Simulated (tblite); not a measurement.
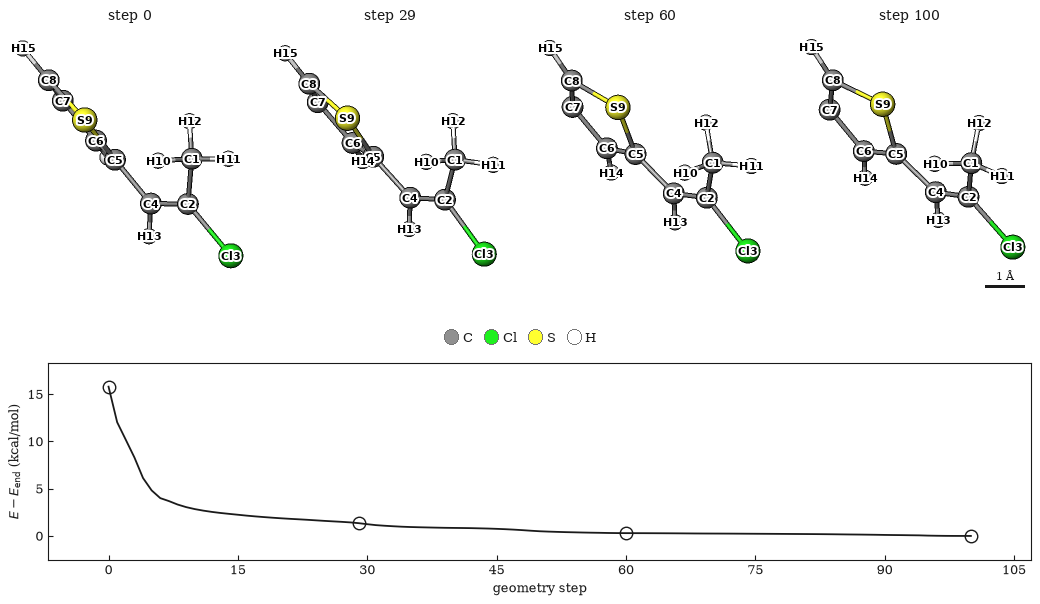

Frames of a relaxation of C7H6ClS (multiplicity 2), marked on the history of the run. Style: ball-and-stick. Shown from a free direction.

Theory: GFN2-xTB geometry optimisation, gas phase (tblite 0.8.0). 

Question: Describe the path.

Answer: The atom that moves furthest after the best rigid fit is H14 (0.79 Å). Largest moves by element: H 0.79 Å, S 0.70 Å, C 0.43 Å, Cl 0.29 Å. Near-neighbour distances that change, for instance: C5–S9 1.840 → 1.750 Å, C8–S9 1.843 → 1.760 Å, C6–C7 1.343 → 1.391 Å, C6–H14 1.121 → 1.073 Å. Bond angles that change, for instance: S9–C8–H15 129.6° → 119.0°, C1–C2–C4 118.6° → 127.0°, C5–C4–H13 120.8° → 113.9°. Groups turn about C4–C5 by about 35°. The energy falls by 15.8 kcal/mol in 100 geometry steps. The run took 0.69 s on 1 thread of Arm Neoverse V2 (shared host). From step 0 to 29: H10 moves most (0.34 Å), energy −14.4 kcal/mol. From step 29 to 60: H14 moves most (0.43 Å), energy −1.06 kcal/mol. From step 60 to 100: H11 moves most (0.44 Å), energy −0.30 kcal/mol.
